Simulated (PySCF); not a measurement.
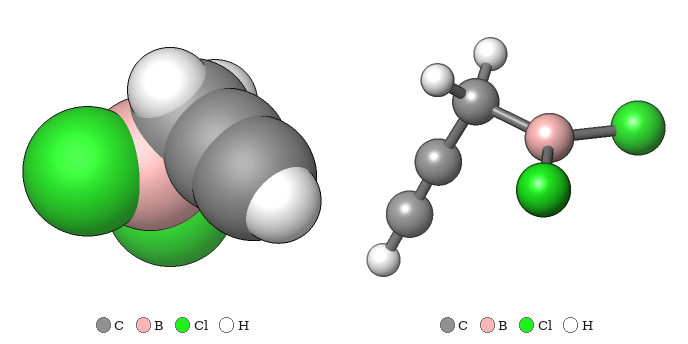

Both panels show the same species.

What is the molecular formula?

C₃H₃BCl₂, 9 atoms: 3 carbon, 3 hydrogen, 1 boron and 2 chlorine.

Does it have rings?

It has no ring.

The parts below concern this one geometry. Atoms keep their numbers from picture to picture. The geometry was computed by an optimisation with PBE0-D3(BJ)/def2-SVP. No frequency run is at hand to confirm it as a minimum.

### Geometry

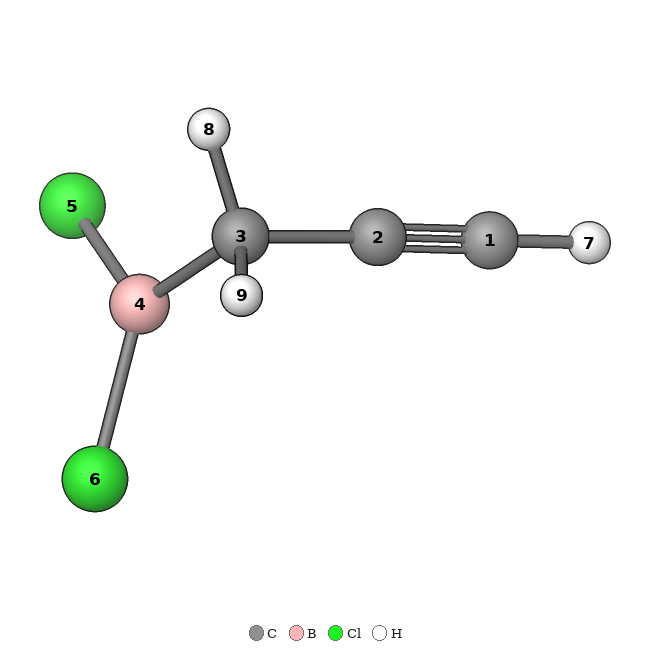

No frequency run is at hand to confirm it as a minimum.

List the bonds and their lengths.

| bond | length (Å) | order |
| --- | --- | --- |
| C1–C2 | 1.211 | triple |
| C1–H7 | 1.074 | single |
| C2–C3 | 1.456 | single |
| C3–B4 | 1.578 | single |
| C3–H8 | 1.103 | single |
| C3–H9 | 1.101 | single |
| B4–Cl5 | 1.747 | single |
| B4–Cl6 | 1.747 | single |

### Core levels

No frequency run is at hand to confirm it as a minimum. Level of theory: delta-SCF UKS SCAN, pcX-2 on the ionised atom, pcseg-1 elsewhere, spin-free X2C (PySCF 2.14.0).

Give the core-electron binding energies (to vacuum; p and d levels without spin–orbit splitting) of C1 1s, C2 1s, C3 1s, B4 1s, Cl5 1s, Cl5 2p.

```tsv
atom	level	binding energy (eV)
C1	1s	290.4
C2	1s	291.1
C3	1s	291.7
B4	1s	198.5
Cl5	1s	2829.2
Cl5	2p	207.2
```

### Electronic properties

No frequency run is at hand to confirm it as a minimum. Method: PBE0/pcSseg-1, gas phase (PySCF 2.14.0).

Predict the main results.

- dipole moment: 1.09 D
- HOMO energy (Kohn–Sham orbital): −7.91 eV
- LUMO energy (Kohn–Sham orbital): −1.61 eV
- HOMO–LUMO gap: 6.31 eV

### NMR shielding

The questions are on isotropic NMR shieldings of the Cl atoms. No frequency run is at hand to confirm it as a minimum. Level of theory: GIAO PBE0/pcSseg-1 NMR shielding, non-relativistic, gas phase (PySCF 2.14.0).

List the isotropic NMR shieldings of the Cl atoms.

```tsv
atom	σ (ppm)
Cl5	668.5
Cl6	660.9
```
